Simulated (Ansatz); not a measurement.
**Zn6GeH2O6: geometry relaxation (part 4 of 4)**

Zn6GeH2O6 (slab, 15 atoms in the cell); DFT PBE-D3(BJ), scalar-relativistic, plane waves, PAW, PAW set soft_1, no spin polarisation (Ansatz 0.2.0); cutoff 420 eV, 2×2×1 k-mesh, Fermi–Dirac smearing of 0.05 eV. The structure derives from an entry of the Crystallography Open Database. The input holds or restrains some coordinates. Forces given for the steps count only the free coordinates. It belongs to a series of runs on one base structure; here: end point B relaxed.

Geometry of the input (Å; fractional positions):
```
5.6349  0.0000  0.0000
-2.8174  5.4555  0.0000
0.0000  0.0000  16.4748
Zn 0.3333  0.0000  0.0607
Zn 0.4389  0.5445  0.1078
O  0.1593  0.6520  0.0967
O  0.2649  0.1964  0.1438
Zn 0.8778  0.0889  0.1549
Zn 0.9833  0.6334  0.2021
O  0.7038  0.7409  0.1909
O  0.8093  0.2853  0.2381
Zn 0.4222  0.1778  0.2492
Zn 0.5278  0.7223  0.2963
O  0.2482  0.8298  0.2852
O  0.3538  0.3742  0.3323
Ge 0.3766  0.6421  0.4391
H  0.1956  0.4205  0.4970
H  0.5576  0.8637  0.4970
```

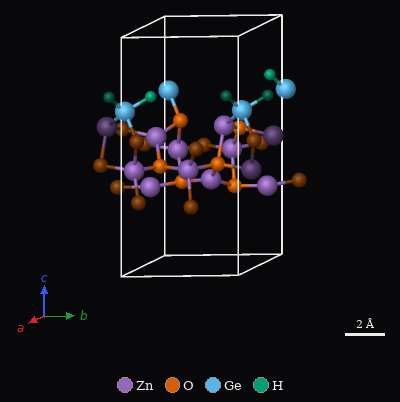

Fig. 1: The geometry at step 42 of the log (ball-and-stick view of the cell of the calculation, with the vacuum cut short, seen slightly off an axis; neighbours outside the cell are drawn fainter).

## Trajectory as extended XYZ, continued
```
15
Lattice="5.6349 0.0000 0.0000 -2.8174 5.4555 0.0000 0.0000 0.0000 16.4748" Properties=species:S:1:pos:R:3:forces:R:3 step=30 energy=-27644.42395
Zn    1.8783    0.0000    1.0000   -0.0249   0.2003   0.0437
Zn    1.0507    3.3176    1.4828    0.0131   0.0270   0.0205
O    -0.6174    3.7313    0.7067    0.0061   0.0038  -0.0071
O     1.0759    1.4231    1.6842    0.0531  -0.0715   0.0529
Zn    5.4201    0.6178    2.9664    0.0182   0.0210  -0.0267
Zn    4.0897    3.5141    2.6700    0.0178  -0.0395   0.0805
O     2.2629    4.1928    2.6254    0.0836  -0.0452   0.0060
O     4.1535    1.8587    3.4946   -0.0468  -0.0653  -0.0478
Zn    2.6117    1.0993    4.1995   -0.1678   0.0035  -0.1522
Zn    1.1088    3.8875    4.5062    0.2078   0.1437   0.0626
O    -0.4180    4.7362    3.6852    0.0853  -0.0832   0.0722
O     1.1632    1.9945    5.0104   -0.1770  -0.0636   0.0219
Ge    0.0039    0.6364    5.8218    0.0015   0.0602   0.0951
H     1.1442   -0.1223    6.6024   -0.0566   0.0714  -0.0078
H    -0.6693    1.5480    6.9210   -0.0140  -0.1614  -0.2131
15
Lattice="5.6349 0.0000 0.0000 -2.8174 5.4555 0.0000 0.0000 0.0000 16.4748" Properties=species:S:1:pos:R:3:forces:R:3 step=31 energy=-27644.54901
Zn    1.8783    0.0000    1.0000    0.0271   0.0269   0.0177
Zn    1.0725    3.3093    1.5075   -0.0333   0.0761   0.0491
O    -0.5888    3.7352    0.7155    0.0587   0.0119  -0.0101
O     1.0868    1.4092    1.7183    0.0653   0.0167   0.0678
Zn    5.4304    0.6025    2.9973   -0.0945   0.0770  -0.1272
Zn    4.1377    3.4992    2.6940    0.0512  -0.0518   0.1347
O     2.3047    4.1720    2.6331    0.0908  -0.0129  -0.0323
O     4.1114    1.8157    3.4639   -0.0462  -0.1399  -0.1116
Zn    2.5272    1.0915    4.0959   -0.1669  -0.0401  -0.1062
Zn    1.2436    3.9605    4.5646   -0.0292   0.0799  -0.0217
O    -0.3840    4.6812    3.7370    0.2260  -0.0408   0.1189
O     1.0970    1.9698    4.9660   -0.0730   0.0064  -0.1408
Ge   -0.0089    0.5838    5.7653    0.0152   0.1276   0.4366
H     1.1210   -0.0903    6.6261   -0.0815   0.0283  -0.0446
H    -0.8006    1.4723    6.7971   -0.0100  -0.1650  -0.2295
15
Lattice="5.6349 0.0000 0.0000 -2.8174 5.4555 0.0000 0.0000 0.0000 16.4748" Properties=species:S:1:pos:R:3:forces:R:3 step=33 energy=-27644.72714
Zn    1.8783    0.0000    1.0000    0.0532  -0.0116   0.0391
Zn    1.1074    3.3353    1.5612    0.0247   0.0243   0.0374
O    -0.5225    3.7491    0.7315   -0.0311   0.0315  -0.0759
O     1.1550    1.4159    1.8038    0.0680  -0.1132  -0.1055
Zn    5.3716    0.6015    2.9482    0.0182   0.0946  -0.1665
Zn    4.2221    3.4571    2.7729   -0.0704  -0.3124   0.2646
O     2.4013    4.1693    2.6167    0.1892  -0.0046   0.0436
O     3.9465    1.6802    3.2885   -0.1734   0.3753  -0.2441
Zn    2.3140    1.0162    3.8675    0.0201  -0.0714   0.1557
Zn    1.3953    4.0336    4.6291   -0.1397  -0.1228  -0.0476
O    -0.2860    4.5577    3.8336   -0.0317   0.1343  -0.0455
O     0.9051    1.8838    4.8081    0.0071  -0.2626  -0.1084
Ge   -0.0773    0.5187    5.7675    0.1273   0.3906   0.4715
H     1.0343    0.0582    6.7765   -0.1519   0.0042  -0.0954
H    -1.0622    1.4275    6.5875    0.0903  -0.1565  -0.1228
15
Lattice="5.6349 0.0000 0.0000 -2.8174 5.4555 0.0000 0.0000 0.0000 16.4748" Properties=species:S:1:pos:R:3:forces:R:3 step=35 energy=-27644.82689
Zn    1.8783    0.0000    1.0000   -0.0020   0.1721   0.0837
Zn    1.0986    3.3706    1.6010    0.1061  -0.1362  -0.0148
O    -0.4972    3.7650    0.7181   -0.0835   0.0074  -0.0268
O     1.1410    1.4259    1.7912   -0.1332  -0.1018  -0.1232
Zn    5.2754    0.6707    2.8573    0.2570   0.0657  -0.0581
Zn    4.1721    3.4365    2.8415   -0.0193  -0.0355   0.0472
O     2.3942    4.2229    2.6493   -0.0240  -0.0594   0.1213
O     3.7569    1.6481    3.0593   -0.1749   0.0870  -0.0793
Zn    2.2100    0.9445    3.8310    0.0333   0.2285   0.1458
Zn    1.3429    4.0159    4.6564    0.1257   0.0830   0.0068
O    -0.3146    4.5204    3.8623   -0.1162  -0.1887  -0.0119
O     0.7447    1.7527    4.7486   -0.1456  -0.2799   0.0782
Ge   -0.2284    0.4985    5.8446    0.0650   0.1477  -0.0509
H     0.8111    0.1058    6.9432   -0.0701   0.0857  -0.0541
H    -1.2986    1.4362    6.5108    0.1833  -0.0764  -0.0642
15
Lattice="5.6349 0.0000 0.0000 -2.8174 5.4555 0.0000 0.0000 0.0000 16.4748" Properties=species:S:1:pos:R:3:forces:R:3 step=37 energy=-27644.94634
Zn    1.8783    0.0000    1.0000   -0.0059   0.2948   0.0863
Zn    1.0792    3.3350    1.6305    0.0907  -0.1370  -0.0238
O    -0.4882    3.7792    0.7143    0.0074  -0.0450   0.1235
O     0.9731    1.3947    1.6499    0.0108   0.0663  -0.1986
Zn    5.1934    0.7255    2.7640    0.0182  -0.1294   0.1704
Zn    4.0828    3.3646    2.9342   -0.0595  -0.1368  -0.1356
O     2.3052    4.2103    2.7888   -0.0307  -0.0173  -0.1040
O     3.5279    1.5648    2.7524    0.0477   0.0610   0.1903
Zn    2.1662    0.8553    3.8607    0.1427   0.1022  -0.1747
Zn    1.3416    4.0579    4.6353    0.0569   0.2075   0.1077
O    -0.4026    4.4122    3.9738   -0.1698  -0.1076   0.0368
O     0.5616    1.5305    4.6122   -0.0841  -0.1363   0.0634
Ge   -0.3289    0.4436    5.8769   -0.0245  -0.0119  -0.0536
H     0.6555    0.2507    7.0650    0.0374  -0.0209  -0.0931
H    -1.3893    1.4650    6.3963   -0.0360   0.0108   0.0060
15
Lattice="5.6349 0.0000 0.0000 -2.8174 5.4555 0.0000 0.0000 0.0000 16.4748" Properties=species:S:1:pos:R:3:forces:R:3 step=39 energy=-27645.05844
Zn    1.8783    0.0000    1.0000    0.0203   0.1786   0.1346
Zn    1.0790    3.2462    1.5364   -0.0097  -0.0353   0.2084
O    -0.6080    3.7267    0.8571   -0.0262  -0.0429   0.0509
O     0.8370    1.3631    1.4552   -0.0677  -0.0672  -0.0925
Zn    5.2135    0.6328    2.7678    0.0223   0.0501  -0.0788
Zn    4.0392    3.2662    2.8243    0.1103   0.0953  -0.1294
O     2.2399    4.1129    2.7519    0.0438   0.1016  -0.0617
O     3.4945    1.4372    2.7311   -0.0267  -0.0418   0.0516
Zn    2.1868    0.7603    3.8959   -0.0476  -0.1192  -0.1159
Zn    1.2733    4.0833    4.5881   -0.2259   0.0468  -0.0352
O    -0.5451    4.2900    4.0440    0.1072  -0.0175   0.0726
O     0.4956    1.3862    4.5127    0.0718   0.0058  -0.0419
Ge   -0.3410    0.3642    5.8463    0.1555  -0.0816   0.0356
H     0.8052    0.1084    6.8678   -0.1221  -0.0578  -0.0029
H    -1.2816    1.4281    6.4928   -0.0053  -0.0146   0.0058
15
Lattice="5.6349 0.0000 0.0000 -2.8174 5.4555 0.0000 0.0000 0.0000 16.4748" Properties=species:S:1:pos:R:3:forces:R:3 step=40 energy=-27645.09901
Zn    1.8783    0.0000    1.0000    0.1489  -0.0391   0.1045
Zn    1.0622    3.1968    1.5271   -0.0244  -0.0275   0.1176
O    -0.6697    3.6930    0.9326    0.1022   0.2279  -0.2054
O     0.7626    1.3404    1.3338   -0.0474  -0.0424  -0.1228
Zn    5.2136    0.5943    2.7115   -0.1107   0.0351  -0.0763
Zn    4.0311    3.2179    2.7253   -0.1489  -0.0264   0.0882
O     2.2256    4.0798    2.7052    0.0257   0.0447  -0.0157
O     3.4668    1.3677    2.6812   -0.0879  -0.0166  -0.0486
Zn    2.1805    0.6719    3.8529    0.0103  -0.0889  -0.0162
Zn    1.2143    4.0583    4.5330    0.0496  -0.0207   0.0762
O    -0.5991    4.2035    4.0392    0.0414  -0.0242   0.0455
O     0.4798    1.2783    4.4439    0.0390   0.0969   0.0941
Ge   -0.3274    0.2611    5.8012    0.0615  -0.0428   0.1295
H     0.8350   -0.0683    6.7913   -0.1502   0.0031  -0.0946
H    -1.2182    1.3351    6.5196    0.0908  -0.0783  -0.0758
15
Lattice="5.6349 0.0000 0.0000 -2.8174 5.4555 0.0000 0.0000 0.0000 16.4748" Properties=species:S:1:pos:R:3:forces:R:3 step=42 energy=-27645.17015
Zn    1.8783    0.0000    1.0000    0.2149   0.1536   0.0110
Zn    0.9638    3.0732    1.5164    0.0730   0.0929  -0.0308
O    -0.7097    3.6855    0.8748   -0.1266   0.0300   0.0962
O     0.6060    1.2640    1.1458   -0.1028  -0.1817   0.0965
Zn    5.1081    0.5150    2.5659    0.0058  -0.0954   0.0082
Zn    3.9176    3.0855    2.6080   -0.0132   0.1198  -0.0523
O     2.1537    3.9919    2.6467   -0.0939  -0.0372   0.0431
O     3.3024    1.2044    2.5047   -0.0305   0.0327   0.0044
Zn    2.1001    0.4460    3.7625   -0.0149  -0.1770   0.0939
Zn    1.1327    3.8939    4.4970   -0.0270  -0.0670  -0.0927
O    -0.6901    3.9779    4.0139    0.0658   0.0236  -0.1040
O     0.4097    1.0780    4.3645    0.0116   0.0518  -0.1169
Ge   -0.3801    0.0509    5.7252    0.0024   0.1527   0.1406
H     0.7688   -0.3507    6.6885   -0.0179   0.0277  -0.0435
H    -1.2017    1.1631    6.4648    0.0538  -0.1244  -0.0520
15
Lattice="5.6349 0.0000 0.0000 -2.8174 5.4555 0.0000 0.0000 0.0000 16.4748" Properties=species:S:1:pos:R:3:forces:R:3 step=44 energy=-27645.24640
Zn    1.8783    0.0000    1.0000    0.1264  -0.1133  -0.0560
Zn    0.7690    2.8677    1.4125   -0.0889   0.1584  -0.0229
O    -0.8731    3.6280    0.8297   -0.1302   0.1880  -0.0417
O     0.3776    1.0812    0.9997    0.0153  -0.2490   0.0741
Zn    4.9420    0.3064    2.4343    0.0656  -0.0684   0.0081
Zn    3.7347    2.9186    2.4092    0.0175   0.0829   0.0587
O     1.9674    3.7846    2.5498    0.0335   0.0031   0.0164
O     3.0983    0.9943    2.3890    0.0905   0.0012   0.1104
Zn    1.9814    0.1009    3.7165   -0.1004   0.0532  -0.0277
Zn    1.0231    3.6142    4.4079    0.0226  -0.0400  -0.0870
O    -0.7941    3.6539    3.8964   -0.0826   0.0413   0.0072
O     0.2797    0.8204    4.2304    0.0711  -0.0751  -0.0183
Ge   -0.4670   -0.2102    5.6186   -0.0386   0.0065  -0.0485
H     0.7384   -0.6320    6.4947    0.0019   0.0045   0.0294
H    -1.2478    0.8682    6.4240   -0.0039   0.0068  -0.0020
15
Lattice="5.6349 0.0000 0.0000 -2.8174 5.4555 0.0000 0.0000 0.0000 16.4748" Properties=species:S:1:pos:R:3:forces:R:3 step=46 energy=-27645.28695
Zn    1.8783    0.0000    1.0000    0.0453  -0.0044   0.0433
Zn    0.5911    2.8350    1.3273    0.0114  -0.0504  -0.0208
O    -1.0264    3.6279    0.7683   -0.0691   0.0078  -0.0393
O     0.3057    0.9975    1.0180    0.0527   0.0261  -0.0175
Zn    4.8719    0.2159    2.4262    0.0279   0.0061   0.0024
Zn    3.6183    2.8978    2.3803    0.0200  -0.0128  -0.0008
O     1.8285    3.7006    2.4841    0.0195   0.0247   0.0020
O     3.0501    0.9538    2.4179   -0.0563  -0.0383  -0.0549
Zn    1.8758    0.0728    3.7055    0.0396   0.0395   0.0108
Zn    0.9117    3.5157    4.3219   -0.0259   0.0236   0.0364
O    -0.9221    3.6241    3.8564   -0.0267   0.0081   0.0131
O     0.1764    0.7660    4.2176   -0.0118   0.0052   0.0085
Ge   -0.6169   -0.2801    5.5708    0.0471  -0.0569  -0.0071
H     0.5657   -0.6803    6.4917   -0.0297  -0.0037   0.0142
H    -1.4242    0.7979    6.3474   -0.0431   0.0250   0.0104
15
Lattice="5.6349 0.0000 0.0000 -2.8174 5.4555 0.0000 0.0000 0.0000 16.4748" Properties=species:S:1:pos:R:3:forces:R:3 step=48 energy=-27645.29360
Zn    1.8783    0.0000    1.0000   -0.0074  -0.0294   0.0145
Zn    0.5450    2.8461    1.2896    0.0503   0.0006   0.0160
O    -1.0809    3.6290    0.7363   -0.0146   0.0471   0.0037
O     0.3023    1.0024    1.0173    0.0264  -0.0316  -0.0214
Zn    4.8565    0.2266    2.4149   -0.0120  -0.0097   0.0017
Zn    3.5760    2.9161    2.3652   -0.0197   0.0020  -0.0137
O     1.7791    3.7142    2.4611   -0.0119  -0.0154  -0.0035
O     3.0290    0.9630    2.4003   -0.0263   0.0048   0.0031
Zn    1.8433    0.1243    3.7052   -0.0062  -0.0008  -0.0006
Zn    0.8442    3.5331    4.2968    0.0179  -0.0006  -0.0035
O    -0.9896    3.6677    3.8432    0.0011   0.0088   0.0001
O     0.1316    0.7899    4.2205    0.0134   0.0006   0.0027
Ge   -0.6879   -0.2678    5.5516    0.0071   0.0221   0.0326
H     0.4536   -0.6514    6.5294   -0.0114   0.0019  -0.0193
H    -1.5367    0.8104    6.2934   -0.0066  -0.0005  -0.0122
15
Lattice="5.6349 0.0000 0.0000 -2.8174 5.4555 0.0000 0.0000 0.0000 16.4748" Properties=species:S:1:pos:R:3:forces:R:3 step=49 energy=-27645.29467
Zn    1.8783    0.0000    1.0000    0.0066  -0.0076   0.0029
Zn    0.5514    2.8481    1.2865    0.0113  -0.0148   0.0025
O    -1.0763    3.6316    0.7341   -0.0142   0.0170  -0.0028
O     0.3050    1.0051    1.0117    0.0073  -0.0156  -0.0192
Zn    4.8526    0.2360    2.4081   -0.0147   0.0052  -0.0010
Zn    3.5731    2.9266    2.3599    0.0095   0.0008   0.0009
O     1.7763    3.7237    2.4582    0.0046   0.0009   0.0021
O     3.0250    0.9744    2.3954   -0.0002   0.0026   0.0009
Zn    1.8377    0.1418    3.7017   -0.0115  -0.0162   0.0072
Zn    0.8399    3.5542    4.2924    0.0049  -0.0108  -0.0040
O    -0.9943    3.6843    3.8382   -0.0068   0.0168  -0.0007
O     0.1269    0.8111    4.2123    0.0034  -0.0042   0.0027
Ge   -0.6997   -0.2399    5.5440   -0.0008   0.0275   0.0023
H     0.4401   -0.6212    6.5226   -0.0077   0.0066   0.0077
H    -1.5572    0.8424    6.2706    0.0086  -0.0084  -0.0012
15
Lattice="5.6349 0.0000 0.0000 -2.8174 5.4555 0.0000 0.0000 0.0000 16.4748" Properties=species:S:1:pos:R:3:forces:R:3 step=51 energy=-27645.29560
Zn    1.8783    0.0000    1.0000    0.0161   0.0100  -0.0101
Zn    0.5532    2.8461    1.2786   -0.0211  -0.0194  -0.0073
O    -1.0762    3.6343    0.7291   -0.0010  -0.0147   0.0028
O     0.3044    1.0043    0.9979   -0.0180   0.0051  -0.0020
Zn    4.8414    0.2479    2.3942   -0.0079   0.0092  -0.0059
Zn    3.5672    2.9410    2.3540    0.0273   0.0054   0.0159
O     1.7680    3.7342    2.4507    0.0042   0.0212   0.0166
O     3.0149    0.9902    2.3901    0.0241  -0.0049  -0.0066
Zn    1.8218    0.1672    3.6979   -0.0125  -0.0232   0.0172
Zn    0.8290    3.5844    4.2840   -0.0072  -0.0127  -0.0120
O    -1.0073    3.7101    3.8333   -0.0100   0.0149  -0.0021
O     0.1119    0.8430    4.1986   -0.0021  -0.0062   0.0086
Ge   -0.7276   -0.1932    5.5337   -0.0041   0.0272  -0.0108
H     0.3981   -0.5584    6.5325    0.0175  -0.0080   0.0104
H    -1.5905    0.8947    6.2451   -0.0052  -0.0039  -0.0146
15
Lattice="5.6349 0.0000 0.0000 -2.8174 5.4555 0.0000 0.0000 0.0000 16.4748" Properties=species:S:1:pos:R:3:forces:R:3 step=53 energy=-27645.29687
Zn    1.8783    0.0000    1.0000   -0.0033   0.0163   0.0015
Zn    0.5424    2.8369    1.2719   -0.0062  -0.0010  -0.0064
O    -1.0882    3.6338    0.7337    0.0138  -0.0078   0.0122
O     0.2968    0.9980    0.9781   -0.0065   0.0105   0.0027
Zn    4.8228    0.2587    2.3737    0.0091  -0.0069  -0.0095
Zn    3.5542    2.9580    2.3628    0.0023   0.0013   0.0101
O     1.7475    3.7449    2.4453   -0.0107  -0.0001  -0.0004
O     3.0005    1.0053    2.3869   -0.0043  -0.0009  -0.0050
Zn    1.7958    0.1976    3.7002    0.0122  -0.0065  -0.0003
Zn    0.8031    3.6120    4.2720    0.0051  -0.0080  -0.0051
O    -1.0392    3.7440    3.8424   -0.0075  -0.0055   0.0021
O     0.0862    0.8869    4.1773   -0.0033   0.0043  -0.0040
Ge   -0.7811   -0.1291    5.5092    0.0114   0.0064   0.0011
H     0.3234   -0.4572    6.5472   -0.0129   0.0038  -0.0009
H    -1.6764    0.9701    6.1633    0.0008  -0.0061   0.0017
```

## Key numbers

```csv
quantity,value
outcome,converged under the restraints of the input
electrons treated,124
free energy,−27645.2969 eV
Fermi energy,−0.584 eV
final volume,506.45 Å³
"largest force (length of the vector) at the end, held atoms and coordinates included",0.020 eV/Å
hardware,"2 threads of Intel Xeon (Granite Rapids), 16 GiB of memory available, shared host"
wall time,2.4 min (CPU time 4.6 min)
peak memory,0.96 GiB
```

## Remarks

The k-point mesh is coarse for a cell of this size, so the results may not be converged.
